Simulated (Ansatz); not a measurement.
A series of calculations on C2H9ClNPSi

## 1. Relaxation

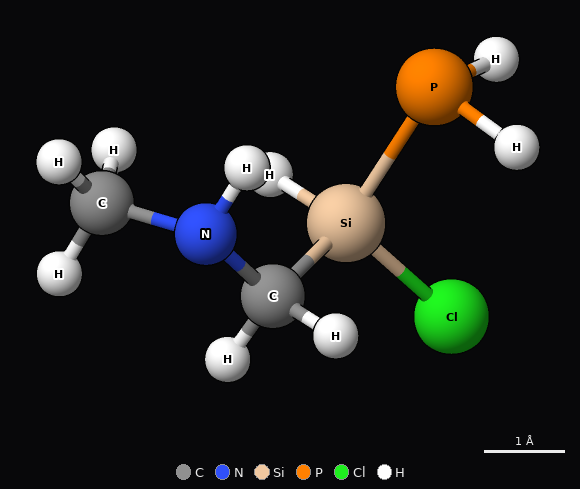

C₂H₉ClNPSi, before the relaxation. The picture is a ball-and-stick view, seen at a tilt.

The run prepares an end point of a later path (torsion) calculation, from a guessed geometry.

Theory: RKS BHLYP/def2-SVP in Ansatz 0.2.0.

Input file:
```yaml
crystal:
  periodic: [false, false, false]
  atoms:
    - { symbol: C, position_ang: [0.2473, -2.1395, -0.8036] }
    - { symbol: "N", position_ang: [1.0409, -1.0836, -0.2022] }
    - { symbol: C, position_ang: [0.7567, 0.288, -0.7064] }
    - { symbol: Si, position_ang: [-0.6544, 1.157, -0.0107] }
    - { symbol: P, position_ang: [-0.6857, 1.0734, 2.1987] }
    - { symbol: Cl, position_ang: [-0.7502, 3.1256, -0.5899] }
    - { symbol: H, position_ang: [0.3277, -2.0864, -1.9014] }
    - { symbol: H, position_ang: [-0.8171, -1.9505, -0.56] }
    - { symbol: H, position_ang: [0.5137, -3.0668, -0.4226] }
    - { symbol: H, position_ang: [0.9803, -1.1246, 0.8409] }
    - { symbol: H, position_ang: [0.7521, 0.2904, -1.7675] }
    - { symbol: H, position_ang: [1.6817, 0.8966, -0.3981] }
    - { symbol: H, position_ang: [-2.0356, 0.5407, -0.497] }
    - { symbol: H, position_ang: [0.3396, 2.0191, 2.4128] }
    - { symbol: H, position_ang: [-1.7189, 2.0098, 2.4364] }
basis:
  gaussian: { orbitals: def2-SVP }
hamiltonian:
  xc: { name: BHLYP }
relax:
  f_tol: 0.015
  max_steps: 40
output:
  orbitals: {}
```

Run as
```bash
ansatz run input.yaml --threads 2 --pin off --max-ram 3072MiB --backend cpu --events-out ev --progress --plain --runs-dir out
```

**Where does the relaxation end?**

After 8 accepted moves (10 points after the start) the energy has fallen by 12.4 kcal/mol. Largest force component: 3.5 eV/Å at the start, 0.013 eV/Å at the end. The line search rejected the trial steps at points 5, 9 of the run. The forces were under the threshold at step 7, but the run went on from there. The largest moves after the best rigid fit, 0.15 Å, are those of Cl6 and H10. Largest moves by element: Cl 0.15 Å, H 0.15 Å, C 0.09 Å, P 0.07 Å, Si 0.07 Å, N 0.04 Å. Among the contacts that change: Si4–H13 1.589 → 1.478 Å, C3–Si4 1.797 → 1.898 Å, C1–H9 1.037 → 1.093 Å, C3–H12 1.149 → 1.097 Å. Bond angles that change, for instance: N2–C1–H8 108.1° → 115.3°, H7–C1–H9 113.0° → 107.2°, C3–Si4–Cl6 113.0° → 107.3°.

The structure at the end:

```xyz
15

C     0.1837   -2.0778   -0.7947
N     1.0621   -1.0812   -0.2387
C     0.8314    0.2832   -0.6620
Si   -0.7158    1.1519    0.0104
P    -0.6700    1.0663    2.2676
Cl   -0.7065    3.0976   -0.7338
H     0.2948   -2.1021   -1.8838
H    -0.8880   -1.9332   -0.5798
H     0.4659   -3.0643   -0.4192
H     1.1096   -1.1551    0.7661
H     0.7982    0.3196   -1.7576
H     1.6915    0.9054   -0.3848
H    -1.9843    0.5314   -0.4254
H     0.2939    2.0946    2.4094
H    -1.7883    1.9128    2.4558
```

After the run, drawn alike:

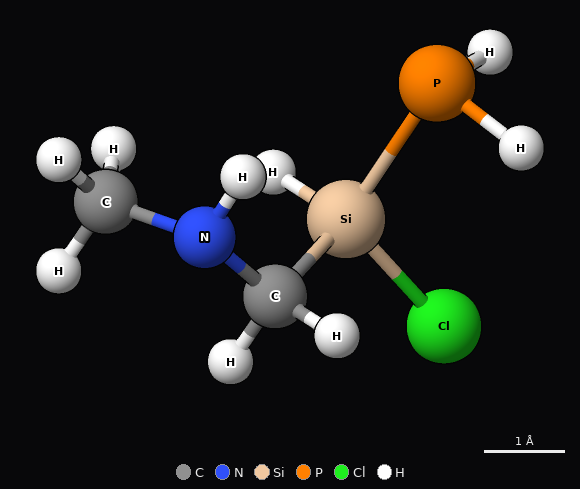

## 2. Relaxation

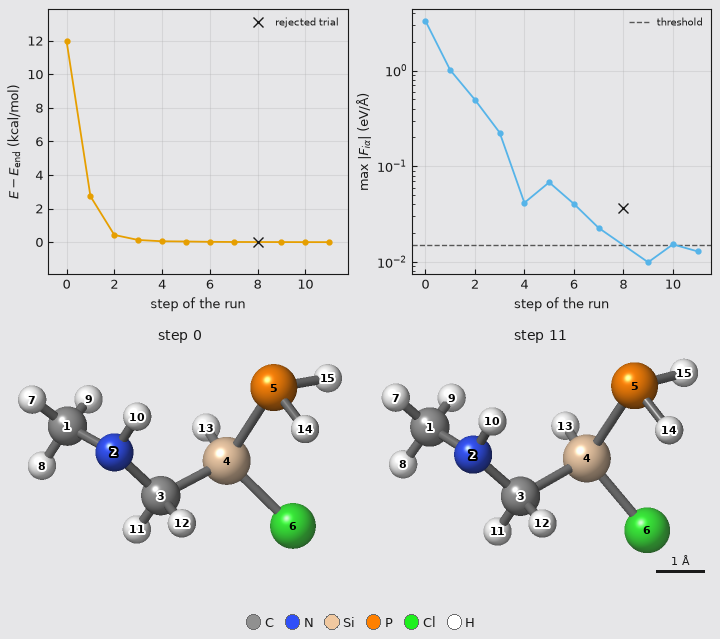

First and last geometry of a relaxation of C2H9ClNPSi, with the history of the run. The picture is a ball-and-stick view, seen at a tilt.

The run prepares an end point of a later path (torsion) calculation, from a guessed geometry.

Theory: RKS BHLYP/def2-SVP in Ansatz.

Input
```yaml
crystal:
  periodic: [false, false, false]
  atoms:
    - { symbol: C, position_ang: [0.2473, -2.1395, -0.8036] }
    - { symbol: "N", position_ang: [1.0409, -1.0836, -0.2022] }
    - { symbol: C, position_ang: [0.89276, -0.94123, 1.27227] }
    - { symbol: Si, position_ang: [1.84693, -2.04906, 2.31757] }
    - { symbol: P, position_ang: [3.97162, -2.15069, 1.7136] }
    - { symbol: Cl, position_ang: [1.75834, -1.54957, 4.30822] }
    - { symbol: H, position_ang: [0.3277, -2.0864, -1.9014] }
    - { symbol: H, position_ang: [-0.8171, -1.9505, -0.56] }
    - { symbol: H, position_ang: [0.5137, -3.0668, -0.4226] }
    - { symbol: H, position_ang: [2.046, -1.17582, -0.47546] }
    - { symbol: H, position_ang: [-0.13563, -0.92228, 1.53308] }
    - { symbol: H, position_ang: [1.2889, 0.115, 1.49251] }
    - { symbol: H, position_ang: [1.2998, -3.53969, 2.26573] }
    - { symbol: H, position_ang: [4.35142, -0.89751, 2.23965] }
    - { symbol: H, position_ang: [4.47813, -2.86781, 2.82267] }
basis:
  gaussian: { orbitals: def2-SVP }
hamiltonian:
  xc: { name: BHLYP }
relax:
  f_tol: 0.015
  max_steps: 40
```

Command:
```bash
ansatz run input.yaml --threads 2 --pin off --max-ram 3072MiB --backend cpu --events-out ev --progress --plain --runs-dir out
```

> Did the run converge, and what did it change?

It converged. After 10 accepted moves (11 points after the start) the energy has fallen by 12.0 kcal/mol. Largest force component: 3.3 eV/Å at the start, 0.013 eV/Å at the end. The line search rejected the trial step at point 8 of the run. The atom that moves furthest after the best rigid fit is Cl6 (0.17 Å). By element the largest moves are Cl 0.17 Å, H 0.16 Å, C 0.10 Å, P 0.07 Å, Si 0.06 Å, N 0.06 Å. Some distances before and after: Si4–H13 1.589 → 1.478 Å, C3–Si4 1.797 → 1.897 Å, C1–H9 1.037 → 1.102 Å, C3–H12 1.149 → 1.097 Å. Bond angles that change, for instance: C3–Si4–Cl6 113.0° → 107.4°, N2–C3–H12 104.1° → 109.6°, H7–C1–H9 113.0° → 107.6°.

```tsv
step	E − E(0), kcal/mol	largest force component, eV/Å	note
0	0.00	3.3076	
1	-9.26	1.0142	
2	-11.56	0.4959	
3	-11.86	0.2249	
4	-11.94	0.0416	
5	-11.95	0.0680	
6	-11.97	0.0405	
7	-11.98	0.0227	
8	-11.98	0.0369	rejected
9	-11.99	0.0099	
10	-11.99	0.0153	
11	-11.99	0.0129
```

## 3. Path

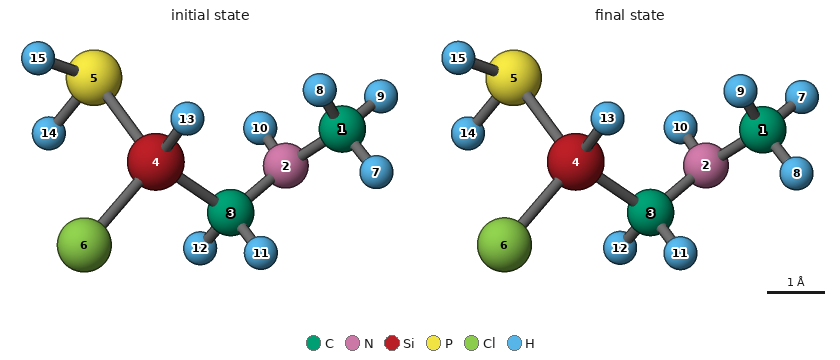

The two relaxed end points of a path for C$_{2}$H$_{9}$ClNPSi. A ball-and-stick model, seen from a free direction.

Level of theory: RKS BHLYP/def2-SVP (Ansatz 0.2.0).

Input
```yaml
crystal:
  periodic: [false, false, false]
  atoms:
    - { symbol: C, position_ang: [0.184437, -2.077318, -0.795883] }
    - { symbol: "N", position_ang: [1.062558, -1.080577, -0.239416] }
    - { symbol: C, position_ang: [0.831232, 0.283965, -0.661985] }
    - { symbol: Si, position_ang: [-0.716234, 1.151599, 0.011125] }
    - { symbol: P, position_ang: [-0.67012, 1.064759, 2.268259] }
    - { symbol: Cl, position_ang: [-0.707934, 3.097675, -0.731943] }
    - { symbol: H, position_ang: [0.295376, -2.100897, -1.885024] }
    - { symbol: H, position_ang: [-0.887313, -1.933219, -0.580787] }
    - { symbol: H, position_ang: [0.46709, -3.063892, -0.420997] }
    - { symbol: H, position_ang: [1.110195, -1.155112, 0.76525] }
    - { symbol: H, position_ang: [0.797783, 0.320946, -1.757499] }
    - { symbol: H, position_ang: [1.69103, 0.906365, -0.384537] }
    - { symbol: H, position_ang: [-1.984616, 0.530849, -0.424819] }
    - { symbol: H, position_ang: [0.293374, 2.093371, 2.410517] }
    - { symbol: H, position_ang: [-1.788759, 1.910686, 2.45714] }
basis:
  gaussian: { orbitals: def2-SVP }
hamiltonian:
  xc: { name: BHLYP }
neb:
  order_check: false
  images: 5
  f_tol: 0.05
  max_iterations: 41
  initial_path: idpp
  final_atoms:
    - { symbol: C, position_ang: [0.20566765, -2.06143398, -0.84053992] }
    - { symbol: "N", position_ang: [1.0785348, -1.04343172, -0.31481375] }
    - { symbol: C, position_ang: [0.78072049, 0.31869642, -0.7029506] }
    - { symbol: Si, position_ang: [-0.75088645, 1.12397017, 0.0745843] }
    - { symbol: P, position_ang: [-0.55585252, 1.02900569, 2.32328193] }
    - { symbol: Cl, position_ang: [-0.86889347, 3.07143788, -0.6540106] }
    - { symbol: H, position_ang: [0.54242223, -3.04339532, -0.49971607] }
    - { symbol: H, position_ang: [0.25761591, -2.06343876, -1.9342022] }
    - { symbol: H, position_ang: [-0.85675494, -1.95886537, -0.5649214] }
    - { symbol: H, position_ang: [1.18080871, -1.13036594, 0.68468755] }
    - { symbol: H, position_ang: [0.6806375, 0.36834451, -1.79385525] }
    - { symbol: H, position_ang: [1.63630292, 0.96396433, -0.46826529] }
    - { symbol: H, position_ang: [-2.01879353, 0.45372059, -0.28240094] }
    - { symbol: H, position_ang: [0.36564758, 2.10088973, 2.41389409] }
    - { symbol: H, position_ang: [-1.69907788, 1.82010177, 2.58862914] }
```

Command:
```bash
ansatz run input.yaml --threads 2 --pin off --max-ram 3072MiB --backend cpu --events-out ev --progress --plain --runs-dir out
```

### What barrier does the band find between them, and by what path?

The two ends have the same energy, and the highest point, image 3, lies 2.48 kcal/mol above the start. The motion is a rotation about the C1–N2 bond by about 120°. No bond forms or breaks between the ends. Bond angles that change up to the highest image, for instance: N2–C1–H8 115.3° → 111.3°, N2–C3–Si4 117.3° → 114.7°. The band converged in 7 iterations. The largest component of the band force went from 1.5 to 0.02 eV/Å. The climbing image converged on the top of the path. Its vibrational analysis gives one imaginary mode (224i cm⁻¹), as a transition state must have.

Energies of the converged images:

| image | path (Å) | E (kcal/mol) |
| --- | --- | --- |
| 0 | 0.00 | 0.00 |
| 1 | 0.68 | 0.28 |
| 2 | 1.35 | 1.55 |
| 3 | 2.03 | 2.48 |
| 4 | 2.64 | 1.63 |
| 5 | 3.24 | 0.36 |
| 6 | 3.85 | 0.00 |

The geometry at the top of the path:

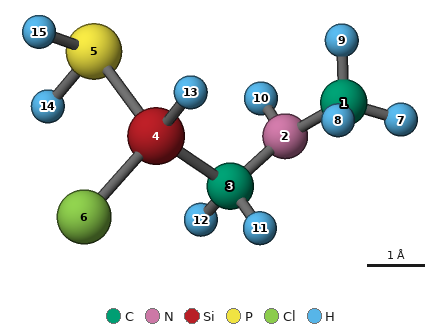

The run took 3.9 min on 2 threads of Intel(R) Xeon(R) Platinum 8488C (Sapphire Rapids), on a shared host, peak memory 0.43 GiB.
